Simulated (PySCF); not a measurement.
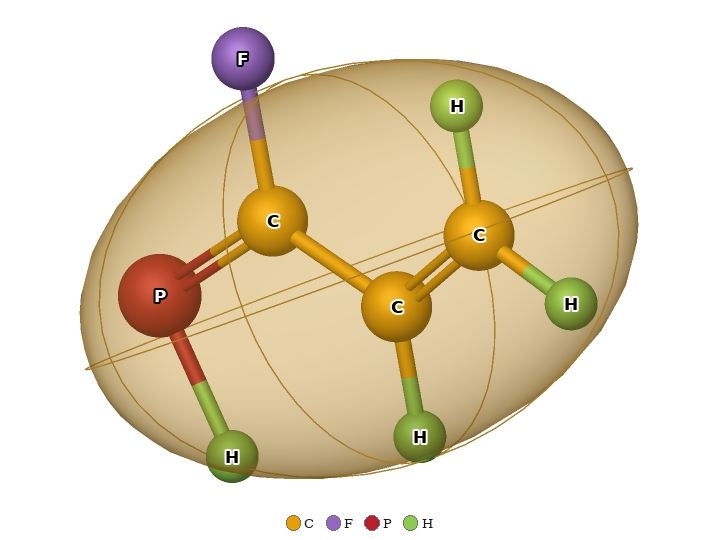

The ellipsoid shows the static dipole polarisability: its half-axes are proportional to the principal values. The computed structure is the end point of a GFN2-xTB optimisation. No frequency run is at hand to confirm it as a minimum. Method: CAM-B3LYP/def2-SVPD (PySCF 2.14.0).

Give the principal values, the mean and the anisotropy.

Answer. Principal values 43.5, 55.8, 115.7 bohr³; mean 71.6 bohr³ (10.62 Å³); anisotropy 66.9 bohr³, so the longest axis is 2.66 times the shortest.

The geometry is semi-empirical. Around P such bond lengths and angles can be off by a tenth of an ångström or more and by several degrees, and values that hang on the shape move with them.
